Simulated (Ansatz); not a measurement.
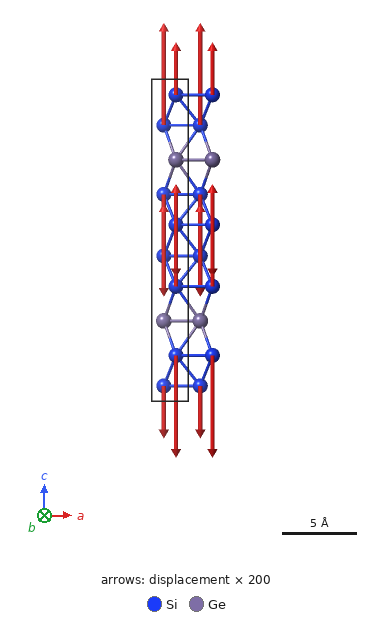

A relaxation of crystalline Si4Ge (a generated structure, set up in P6_3/mmc). The starting structure is drawn; red arrows show the displacements (the part carried along by the change of the cell is left out), magnified 200 times.

Style: ball-and-stick. Shown: the cell of the calculation, repeated 2 × 1 × 1 with one cell outlined, along the b axis.

All numbers below come from DFT PBE, scalar-relativistic, plane waves, PAW (Ansatz 0.2.0). (plane-wave cutoff 420 eV; k-point mesh 18 × 18 × 2; occupations gaussian; smearing width 0.1 eV; no spin polarisation; cell and atoms relaxed; force threshold 0.01 eV/Å; at most 80 steps)

Describe the change and its energy.

After 5 accepted moves (7 points after the start) the energy has fallen by 0.159 eV per cell of the calculation. Largest force component: 0.11 eV/Å at the start, 0.00025 eV/Å at the end. The pressure goes from 0.09 to 0.01 GPa. The line search rejected the trial step at point 5 of the run. The SCF was repeated once at an unchanged geometry on a basis and grid sized afresh for the cell, which shifted the energy by 1.0 meV per cell of the calculation at most. The largest moves relative to the cell, 0.035 Å, are those of Si atoms. Ge stays in place. Cell: a = b 2.863 → 2.782 Å (−2.8 %), c 21.918 → 23.190 Å (+5.8 %). Volume −0.1 %. Near-neighbour distances that change, for instance: Ge–Si 2.875 → 2.991 Å, Si–Si 2.863 → 2.782 Å, Ge–Ge 2.863 → 2.782 Å, Si–Si 2.648 → 2.701 Å. Among the angles between lasting bonds that change: Si–Si–Si 103.4° → 107.5°, Si–Si–Si 65.5° → 62.0°, Si–Si–Si 64.4° → 61.3°. The space group stays P6_3/mmc (No. 194).
